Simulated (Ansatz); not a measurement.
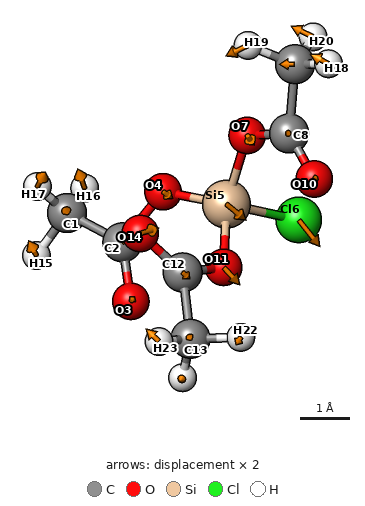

This is a relaxation of C₆H₉ClO₆Si (coarse preliminary run). The starting structure is drawn; orange arrows show the displacements, magnified 2 times. The two geometries are superimposed by the best rigid fit.

Style: ball-and-stick. Shown from a free direction.

The start comes from a force field.

Method: RKS PBE-D4/def2-SVP in Ansatz 0.2.0.

Input
```yaml
crystal:
  periodic: [false, false, false]
  atoms:
    - {symbol: C, position_ang: [-2.761900, 0.401200, 2.726900]}
    - {symbol: C, position_ang: [-1.992600, 0.897700, 1.544400]}
    - {symbol: O, position_ang: [-2.449800, 1.622300, 0.640700]}
    - {symbol: O, position_ang: [-0.666400, 0.402600, 1.631700]}
    - {symbol: Si, position_ang: [0.448500, 0.681200, 0.509800]}
    - {symbol: Cl, position_ang: [1.288000, 2.485300, 1.088000]}
    - {symbol: O, position_ang: [1.675900, -0.430800, 0.674200]}
    - {symbol: C, position_ang: [2.603700, -0.654200, -0.300300]}
    - {symbol: C, position_ang: [3.521200, -1.720900, 0.202100]}
    - {symbol: O, position_ang: [2.633900, -0.120400, -1.360600]}
    - {symbol: O, position_ang: [-0.117700, 0.880200, -0.987200]}
    - {symbol: C, position_ang: [-0.704100, -0.104800, -1.667700]}
    - {symbol: C, position_ang: [-1.162100, 0.385200, -3.068700]}
    - {symbol: O, position_ang: [-0.967000, -1.228900, -1.242800]}
    - {symbol: H, position_ang: [-3.815400, 0.858900, 2.645500]}
    - {symbol: H, position_ang: [-2.346600, 0.825800, 3.664300]}
    - {symbol: H, position_ang: [-2.883000, -0.615000, 2.707300]}
    - {symbol: H, position_ang: [4.252600, -1.895800, -0.605100]}
    - {symbol: H, position_ang: [2.976500, -2.678300, 0.346200]}
    - {symbol: H, position_ang: [3.991100, -1.393100, 1.080300]}
    - {symbol: H, position_ang: [-1.833500, 1.205400, -2.987400]}
    - {symbol: H, position_ang: [-0.198000, 0.615400, -3.627500]}
    - {symbol: H, position_ang: [-1.588600, -0.425700, -3.628400]}
basis:
  gaussian: {orbitals: def2-SVP}
hamiltonian: {xc: pbe, dispersion: d4}
relax: {f_tol: 0.03, max_steps: 200}
```

Command:
```bash
ansatz run in.yaml --threads 10 --pin off --events-out ev --progress --plain --max-ram 110592MiB --backend cuda --devices 0, --max-vram 75GiB
```

Question: Describe the change and its energy.

Answer: After 12 geometry steps the energy has fallen by 98.9 kJ/mol. The largest force component goes from 4.5 to 0.025 eV/Å. The forces were under the threshold at step 9, but the run went on from there. Cl6 moves most after the best rigid fit: 0.37 Å. Largest moves by element: Cl 0.37 Å, Si 0.30 Å, H 0.30 Å, O 0.30 Å, C 0.17 Å. Among the contacts that change: C1–H17 1.024 → 1.109 Å, O4–Si5 1.606 → 1.686 Å, C9–H20 1.049 → 1.108 Å, C12–C13 1.553 → 1.501 Å. Bond angles that change, for instance: H16–C1–H17 116.1° → 106.9°, O4–Si5–O7 109.1° → 100.6°, H21–C13–H22 114.6° → 107.1°. The run took about 13 s of wall time on a shared GPU.
